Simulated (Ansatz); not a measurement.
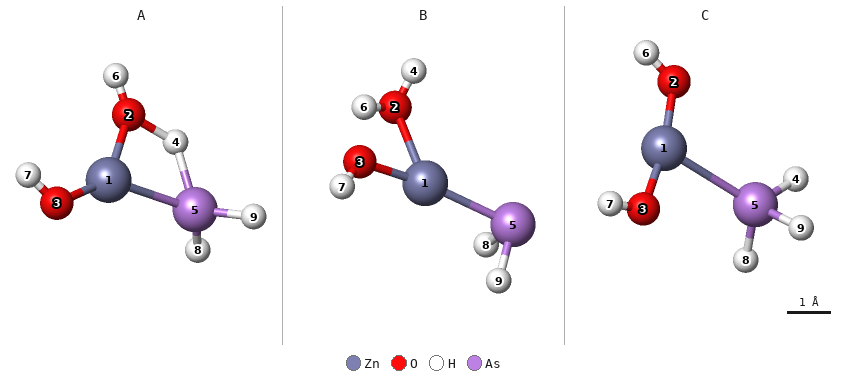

Three geometries of ZnAsH5O2: a saddle point and the two minima that it joins, in shuffled order. Style: ball-and-stick. Shown from a free direction. Sticks join atoms that are closer than about 1.2 times the sum of their covalent radii (a little more with hydrogen).

Stationary points at PBE0-D4/def2-TZVP, single-point energies with wB97X-V, RPA@PBE, B3LYP-D4, SPW92 (LDA), CCSD(T), CCSD(T)/CBS (def2-TZVPP where no basis is named; Ansatz 0.2.0). The energies are electronic, without zero-point or thermal terms, and both ends are the minima reached downhill from the saddle, with any fragments still in contact. CCSD(T)/CBS stands for a frozen core with 3s3p of Cu, Zn: MP2 correlation extrapolated from def2-TZVPP and def2-QZVPP, CCSD(T) minus MP2 from the smaller set.

Question: Which frame is the transition state, what reaction does it lead through, and what barrier is to be expected?

Answer: Frame A is the saddle point. Counted by bonded pieces, C holds ZnAsH₅O₂ and B holds H₂O + ZnAsH₃O. From C over the saddle to B, a bond forms: O2–H4 (3.85 → 1.37 → 0.96 Å). Bonds break: Zn1–O2 (1.80 → 1.94 → 2.24 Å), H4–As5 (1.51 → 1.68 → 4.31 Å). Bonds that stay but change much: Zn1–As5 (2.74 → 2.48 → 2.37 Å). The saddle has one imaginary mode, 1115i cm⁻¹. With wB97X-V the barrier is 0.99 eV from C and 1.66 eV from B, and B lies 0.67 eV below C.

```tsv
level	barrier from C (eV)	barrier from B (eV)	B less C (eV)
wB97X-V	0.99	1.66	−0.67
RPA@PBE	1.07	1.66	−0.58
B3LYP-D4	0.99	1.70	−0.71
SPW92 (LDA)	0.54	1.41	−0.87
CCSD(T)	1.01	1.69	−0.68
CCSD(T)/CBS	0.96	1.68	−0.71
```

Against CCSD(T)/CBS, B3LYP-D4 comes closest on the barrier from C (+0.02 eV) and SPW92 (LDA) misses most (−0.43 eV).
